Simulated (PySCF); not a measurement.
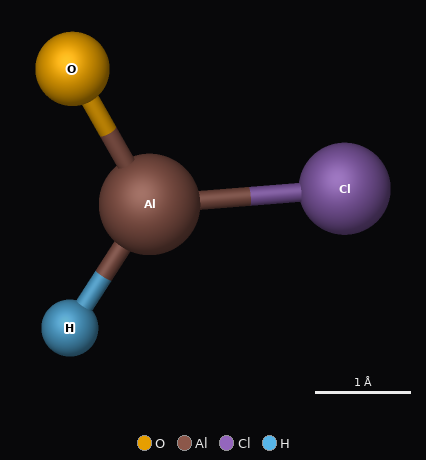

The structure (ball-and-stick view, seen at a tilt). Sticks mark near contacts. Bond lengths as drawn: Al–Cl 2.08 Å, Al–H 1.57 Å and Al–O 1.73 Å.

## Single-point calculation, with input and output: AlHClO

System: AlHClO, multiplicity 2.
Method: PBE/STO-3G, UKS (PySCF 2.14.0).

The geometry comes from this level: PBE0-D4/def2-TZVP.

Input file (job.py)
```python
# [O][AlH][Cl]
from pyscf import gto, dft

system = gto.Mole()
system.atom = [
    ('O', (0.290600, -1.035900, 1.350600)),
    ('Al', (0.118400, 0.049000, 0.015600)),
    ('Cl', (-1.573200, -0.210600, -1.168800)),
    ('H', (1.219700, 1.137300, -0.217800)),
]
system.verbose = 4
system.spin = 1
system.max_memory = 1860
system.basis = 'sto-3g'
system.charge = 0
system.build()

mf = dft.UKS(system, xc='pbe')
mf.grids.level = 5
mf.conv_tol = 1e-10
mf.kernel()
if not mf.converged:
    mf = mf.newton().run(mf.mo_coeff, mf.mo_occ)

energy = mf.e_tot
print('E = %.10f Eh' % energy)
```

Launch command:
```bash
OMP_NUM_THREADS=1 python job.py
```

The program's output
```
PySCF version 2.14.0

[INPUT] num. atoms = 4
[INPUT] num. electrons = 39
[INPUT] charge = 0
[INPUT] spin (= nelec alpha-beta = 2S) = 1
[INPUT] symmetry False subgroup None
[INPUT] Mole.unit = angstrom
[INPUT] Symbol           X                Y                Z      unit          X                Y                Z       unit  Magmom
[INPUT]  1 O      0.290600000000  -1.035900000000   1.350600000000 AA    0.549154411799  -1.957567292437   2.552264103838 Bohr   0.0
[INPUT]  2 Al     0.118400000000   0.049000000000   0.015600000000 AA    0.223743573149   0.092596580104   0.029479727543 Bohr   0.0
[INPUT]  3 Cl    -1.573200000000  -0.210600000000  -1.168800000000 AA   -2.972917139166  -0.397976321833  -2.208711894392 Bohr   0.0
[INPUT]  4 H      1.219700000000   1.137300000000  -0.217800000000 AA    2.304898954132   2.149185521468  -0.411582349930 Bohr   0.0

nuclear repulsion = 118.890581295633
number of shells = 14
number of NR pGTOs = 72
number of NR cGTOs = 24
basis = sto-3g
ecp = {}

******** <class 'pyscf.dft.uks.UKS'> ********
method = UKS
initial guess = minao
damping factor = 0
level_shift factor = 0
DIIS = <class 'pyscf.scf.diis.CDIIS'>
diis_start_cycle = 1
diis_space = 8
diis_damp = 0
SCF conv_tol = 1e-10
SCF conv_tol_grad = None
SCF max_cycles = 50
direct_scf = True
direct_scf_tol = 1e-13
number electrons alpha = 20  beta = 19
XC library pyscf.dft.libxc version 7.0.0
    S. Lehtola, C. Steigemann, M. J.T. Oliveira, and M. A.L. Marques.,  SoftwareX 7, 1–5 (2018)
XC functionals = pbe
    J. P. Perdew, K. Burke, and M. Ernzerhof.,  Phys. Rev. Lett. 77, 3865 (1996)
    J. P. Perdew, K. Burke, and M. Ernzerhof.,  Phys. Rev. Lett. 78, 1396 (1997)
    J. P. Perdew, K. Burke, and M. Ernzerhof.,  Phys. Rev. Lett. 77, 3865 (1996)
    J. P. Perdew, K. Burke, and M. Ernzerhof.,  Phys. Rev. Lett. 78, 1396 (1997)
radial grids:
    Treutler-Ahlrichs [JCP 102, 346 (1995); DOI:10.1063/1.469408] (M4) radial grids

becke partition: Becke, JCP 88, 2547 (1988); DOI:10.1063/1.454033
pruning grids: <function nwchem_prune>
grids dens level: 5
symmetrized grids: False
atomic radii adjust function: <function treutler_atomic_radii_adjust>
small_rho_cutoff = 0
Set gradient conv threshold to 1e-05
tot grids = 152616
init E= -768.669765502135
  alpha nocc = 20  HOMO = -0.344708944332161  LUMO = 0.0129377908165296
  beta  nocc = 19  HOMO = -0.370898217099403  LUMO = -0.344708944332161

WARN: HOMO -0.344708944332161 >= LUMO -0.344708944332161

cycle= 1 E= -768.631431756613  delta_E= 0.0383  |g|= 0.644  |ddm|=  1.8
  alpha nocc = 20  HOMO = 0.145199108635165  LUMO = 0.210998954540864
  beta  nocc = 19  HOMO = 0.00609703688342778  LUMO = 0.158957939044122
  HOMO = 0.145199108635  LUMO = 0.158957939044  gap/eV = 0.37440
cycle= 2 E= -762.497713336051  delta_E= 6.13  |g|= 2.09  |ddm|= 4.63
  alpha nocc = 20  HOMO = -0.102132431395903  LUMO = 0.115557581028554
  beta  nocc = 19  HOMO = -0.0945132380335994  LUMO = -0.0861126664932695
  HOMO = -0.0945132380336  LUMO = -0.0861126664933  gap/eV = 0.22859
cycle= 3 E= -769.036998536007  delta_E= -6.54  |g|= 0.187  |ddm|= 4.32
  alpha nocc = 20  HOMO = -0.0859325588897332  LUMO = 0.133911303942721
  beta  nocc = 19  HOMO = -0.0673528104212124  LUMO = -0.02766191576476
  HOMO = -0.0673528104212  LUMO = -0.0276619157648  gap/eV = 1.08004
cycle= 4 E= -769.057476402397  delta_E= -0.0205  |g|= 0.148  |ddm|= 0.752
  alpha nocc = 20  HOMO = -0.12297030901827  LUMO = 0.112930008183127
  beta  nocc = 19  HOMO = -0.100618171405888  LUMO = -0.0556296368592728
  HOMO = -0.100618171406  LUMO = -0.0556296368593  gap/eV = 1.22420
cycle= 5 E= -769.078118595265  delta_E= -0.0206  |g|= 0.0497  |ddm|= 0.274
  alpha nocc = 20  HOMO = -0.139704409775807  LUMO = 0.111522945920148
  beta  nocc = 19  HOMO = -0.113331397438969  LUMO = -0.0671290860438453
  HOMO = -0.113331397439  LUMO = -0.0671290860438  gap/eV = 1.25723
cycle= 6 E= -769.080406921549  delta_E= -0.00229  |g|= 0.00225  |ddm|= 0.0929
  alpha nocc = 20  HOMO = -0.138561255069822  LUMO = 0.112666974740018
  beta  nocc = 19  HOMO = -0.112367457087821  LUMO = -0.0671244066336378
  HOMO = -0.112367457088  LUMO = -0.0671244066336  gap/eV = 1.23113
cycle= 7 E= -769.080409162702  delta_E= -2.24e-06  |g|= 0.00197  |ddm|= 0.00892
  alpha nocc = 20  HOMO = -0.139093741594983  LUMO = 0.112348916231861
  beta  nocc = 19  HOMO = -0.112910421753879  LUMO = -0.0676901508749598
  HOMO = -0.112910421754  LUMO = -0.067690150875  gap/eV = 1.23051
cycle= 8 E= -769.080413464228  delta_E= -4.3e-06  |g|= 0.000237  |ddm|= 0.00451
  alpha nocc = 20  HOMO = -0.139097861198085  LUMO = 0.112415623707348
  beta  nocc = 19  HOMO = -0.112944150155532  LUMO = -0.0677385563691699
  HOMO = -0.112944150156  LUMO = -0.0677385563692  gap/eV = 1.23011
cycle= 9 E= -769.080413550298  delta_E= -8.61e-08  |g|= 3.49e-05  |ddm|= 0.000791
  alpha nocc = 20  HOMO = -0.139091609822473  LUMO = 0.112426561785649
  beta  nocc = 19  HOMO = -0.112947112431341  LUMO = -0.0677364183501457
  HOMO = -0.112947112431  LUMO = -0.0677364183501  gap/eV = 1.23025
cycle= 10 E= -769.080413553134  delta_E= -2.84e-09  |g|= 6.43e-06  |ddm|= 0.00017
  alpha nocc = 20  HOMO = -0.139089811358462  LUMO = 0.112427376259705
  beta  nocc = 19  HOMO = -0.112945998125889  LUMO = -0.0677344193736366
  HOMO = -0.112945998126  LUMO = -0.0677344193736  gap/eV = 1.23027
cycle= 11 E= -769.080413553188  delta_E= -5.39e-11  |g|= 8.46e-07  |ddm|= 1.73e-05
  alpha nocc = 20  HOMO = -0.139090194002927  LUMO = 0.112427583489379
  beta  nocc = 19  HOMO = -0.112946468532866  LUMO = -0.0677348572888751
  HOMO = -0.112946468533  LUMO = -0.0677348572889  gap/eV = 1.23027
```

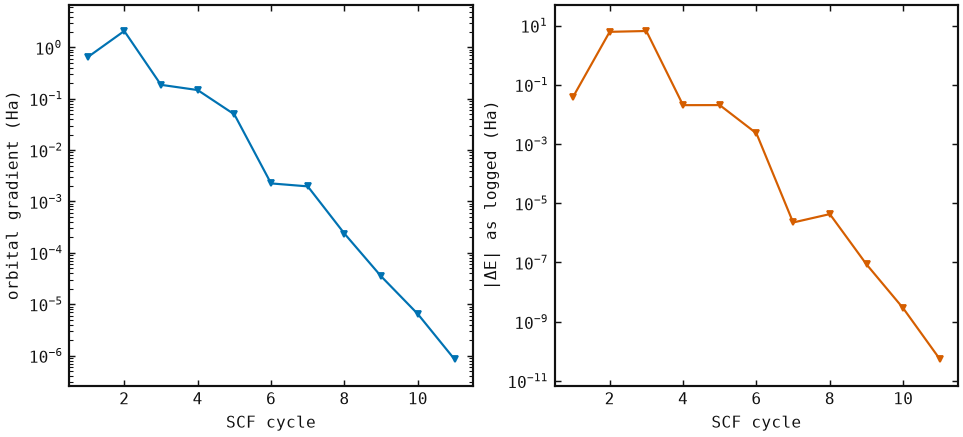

Convergence of the self-consistent field: orbital gradient and size of the energy change against the SCF cycle. The residual comes down, with one marked jump up, by a factor of about 3, at step 2.

```
Extra cycle  E= -769.080413553189  delta_E= -5.68e-13  |g|= 1.11e-06  |ddm|= 5.09e-06
converged SCF energy = -769.080413553189  <S^2> = 0.75381683  2S+1 = 2.0038132
E = -769.0804135532 Eh
```

Results in brief

```tsv
quantity	value
outcome	converged
total energy	−769.080414 hartree
basis functions	24
⟨S²⟩	0.754
dipole moment	2.26 D
hardware	1 thread of Intel Xeon @ 2.90GHz (Ice Lake), 16 GiB of memory available, shared host
wall time	5.1 s
peak memory	0.22 GiB
```

Notes

The record of the run, not the program, notes: logged alpha LUMO and gap are faulty.
